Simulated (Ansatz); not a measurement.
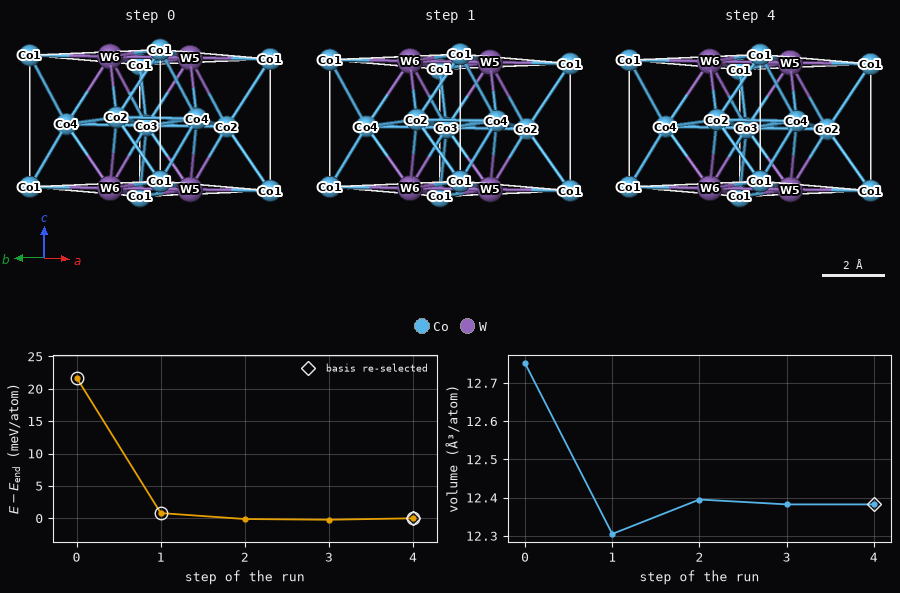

Frames of a relaxation of crystalline Co2W (a generated structure, set up in P-62m) (coarse preliminary run), marked on the history of the run. Style: ball-and-stick. Shown: the cell of the calculation, from a free direction.

Theory: DFT PBE, scalar-relativistic, plane waves, PAW in Ansatz. Set-up: plane-wave cutoff 420 eV; k-point mesh 6 × 6 × 4; occupations gaussian; smearing width 0.1 eV; collinear spin; cell and atoms relaxed; force threshold 0.04 eV/Å; at most 70 steps.

> What happens along the run?

The largest moves relative to the cell, 0.013 Å, are those of Co2, Co3 and Co4. Co3 goes along [1 1 0]. W stays in place. The drawn cell changes as follows: a = b 4.540 → 4.559 Å (+0.4 %), c 4.285 → 4.128 Å (−3.7 %); the volume changes by −2.9 %. Among the contacts that change: Co1–Co2 2.623 → 2.555 Å, Co2–W5 2.623 → 2.567 Å, Co2–Co3 2.621 → 2.643 Å, Co2–Co3 (another image) 2.621 → 2.609 Å. The space group stays P-62m (No. 189). The energy falls by 21.7 meV per atom in 3 accepted moves (4 points after the start). Largest force component: 0.055 eV/Å at the start, 0.031 eV/Å at the end. Pressure: −7.02 GPa at the start and −0.10 GPa at the end. The SCF was repeated once at an unchanged geometry on a basis and grid sized afresh for the cell, which shifted the energy by 0.2 meV per atom at most. The program noted that the starting moments weren't kept. The run may lie on a higher electronic state than the lowest, so the end point isn't shown to be the ground-state structure. From step 0 to 1: volume −3.5 %, energy −20.9 meV per atom. From step 1 to 4: volume +0.6 %, energy −0.8 meV per atom.

```csv
step,"E − E(0), meV/atom","largest force component, eV/Å","pressure, GPa","volume, Å³/atom",note
0,0.00,0.0552,-7.02,12.751,
1,-20.93,0.1211,1.71,12.305,
2,-21.84,0.0539,-0.31,12.395,
3,-21.95,0.0308,-0.10,12.382,
4,-21.73,0.0308,-0.10,12.382,"same geometry, new basis"
```
